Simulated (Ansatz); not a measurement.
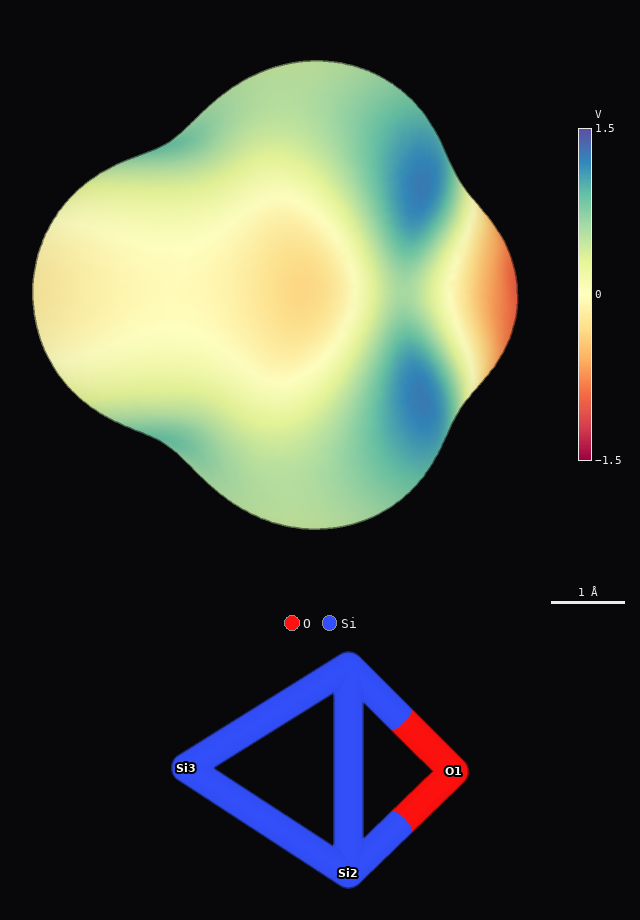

Figure 1: OSi$_{3}$. The molecular electrostatic potential painted on the density surface at 0.002 e/bohr³, seen at a tilt; red is negative and blue positive. The bare structure is drawn below in the same view.

Geometry: PBE0-D3(BJ)/def2-SVP.

Computed with isolated molecule in a Gaussian basis; Kohn-Sham density functional theory, functional PBE0 in Ansatz 0.2.0.

```xyz
4

O     1.4938   -1.6320    0.0501
Si    1.3645   -2.9851   -1.0137
Si   -0.5565   -2.7561   -2.2465
Si    0.0085   -1.1642   -0.6945
```

> Describe the electrostatic potential map.

The most negative region (about −1.1 V) lies over O1, the most positive (about +1.2 V) over Si2 and Si4. O1 is the likeliest acceptor of a hydrogen bond.

> How polar is the molecule by this calculation?

Its dipole moment is 0.13 D.
